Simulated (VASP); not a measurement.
Band structure of Hf5Sc (space group P-62m). Level of theory: PBEsol GGA, VASP's PBE PAW potentials (set 64) (plane waves; VASP).

Unless said otherwise, spin-orbit coupling is left out, though it shifts the bands of the heavy elements here.

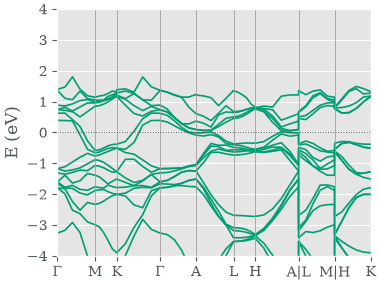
Bands along high-symmetry lines, zero at the valence-band maximum or, without a gap, the Fermi level

Read the plot: is there a gap, and where are the band edges?

It has no gap at this level: it comes out as a metal or semimetal.

The structure comes from a computed database's Hf5Sc entry (P-62m); how it stands against other phases isn't given here. The cell was not relaxed at this level. The electron count is odd and the run is not spin-polarised, which forces a metal.
